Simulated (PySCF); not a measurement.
# U-wB97X-V/SBKJC (core potential) run of SnH3 (SMILES [SnH3])

What is the energy change on altering one bond length of SnH3 at U-wB97X-V/SBKJC (core potential)? Input form: a Python script.

The results are computed with PySCF 2.14.0.

6 further runs of the same task are left out: 6 set aside as unsound or not needed.

### 1 The molecule

SnH3: 4 atoms, total charge 0, spin state doublet. SMILES: `[SnH3]`. The coordinates come from a PBE0-D4/def2-TZVP relaxation.

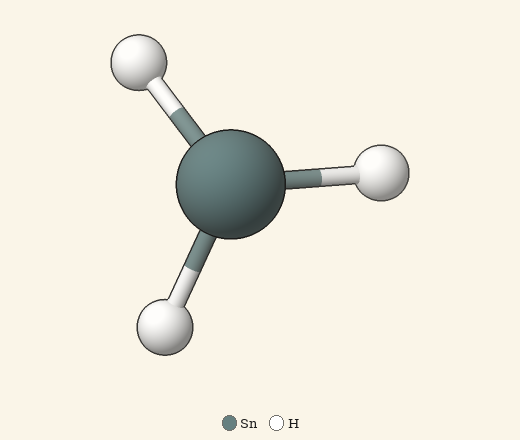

Viewed from a chosen angle; tin teal, hydrogen white.

### 2 A single-point energy at U-wB97X-V/SBKJC (core potential)

Input file input.py:

```python
from pyscf import gto, dft

mol = gto.M(
    atom=[
    ('Sn', (0.280200, -0.211600, -0.271700)),
    ('H', (1.055200, 0.011000, 1.241700)),
    ('H', (-1.125000, -1.172200, -0.064000)),
    ('H', (-0.154900, 1.312500, -0.926300)),
],
    spin=1,
    basis='sbkjc',
    verbose=3,
    ecp={'Sn': 'sbkjc'},
    max_memory=1860,
)

ks = dft.UKS(mol, xc='wb97x-v')
ks.grids.level = 5
ks.nlcgrids.level = 1
ks.conv_tol = 1e-10
ks.kernel()
if not ks.converged:
    ks = ks.newton().run(ks.mo_coeff, ks.mo_occ)

energy = ks.e_tot
print(f'total energy: {energy:.8f} hartree')
```

Run with:

```console
$ OMP_NUM_THREADS=1 python input.py
```

The program printed:

```text
converged SCF energy = -5.11118306922682  <S^2> = 0.75032782  2S+1 = 2.0003278
total energy: -5.11118307 hartree
```

It took 9.6 s on 1 thread of Arm Neoverse V2, shared host; peak memory 0.17 GiB.

### 3 The distorted shape

Input file job.py:

```python
from pyscf import gto, dft

molecule = gto.Mole()
molecule.atom = 'Sn 0.982822 0.268715 -0.375553; H 1.757822 0.491315 1.137847; H -1.125000 -1.172200 -0.064000; H 0.547722 1.792815 -1.030153'
molecule.basis = 'sbkjc'
molecule.verbose = 3
molecule.max_memory = 1860
molecule.ecp = {'Sn': 'sbkjc'}
molecule.charge = 0
molecule.spin = 1
molecule.build()

calc0 = dft.UKS(molecule)
calc0.xc = 'wb97x-v'
calc0.nlcgrids.level = 1
calc0.conv_tol = 1e-10
calc0.grids.level = 5
calc0.kernel()
if not calc0.converged:
    calc0 = calc0.newton().run(calc0.mo_coeff, calc0.mo_occ)

energy = calc0.e_tot
print('E = %.10f Eh' % energy)
```

Run with:

```console
$ OMP_NUM_THREADS=1 python job.py
```

The program printed:

```text
converged SCF energy = -5.04388199513945  <S^2> = 0.84495768  2S+1 = 2.0928045
E = -5.0438819951 Eh
```

Run time: 14 s. Hardware: 1 thread of Arm Neoverse V2, shared host; peak memory 0.17 GiB.

### 4 Summary of results

At U-wB97X-V/SBKJC (core potential):

| quantity | value |
| --- | --- |
| first shape: total energy | -5.11118 Eh |
| first shape: dipole moment | 0.04 D |
| first shape: HOMO energy (highest over α and β) | -8.11 eV |
| first shape: LUMO energy (lowest over α and β) | -1.17 eV |
| first shape: ⟨S²⟩ | 0.750 |
| distorted shape: total energy | -5.04388 Eh |
| distorted shape: dipole moment | 1.56 D |
| distorted shape: HOMO energy (highest over α and β) | -8.38 eV |
| distorted shape: LUMO energy (lowest over α and β) | -1.61 eV |
| distorted shape: ⟨S²⟩ | 0.845 |
| energy change with the Sn1–H3 bond stretched from 1.715 to 2.572 Å | 1.831 eV |

What this shows: With the Sn1–H3 bond stretched from 1.715 to 2.572 Å the energy rises by 1.83 eV (42 kcal/mol). The first shape isn't relaxed at this level, so the change isn't measured from a minimum. Mulliken charges (first shape) run from -0.10 on H2 to +0.29 on Sn1; they depend strongly on the basis. Mulliken charges (distorted shape) run from -0.11 on H2 to +0.29 on Sn1; they depend strongly on the basis.
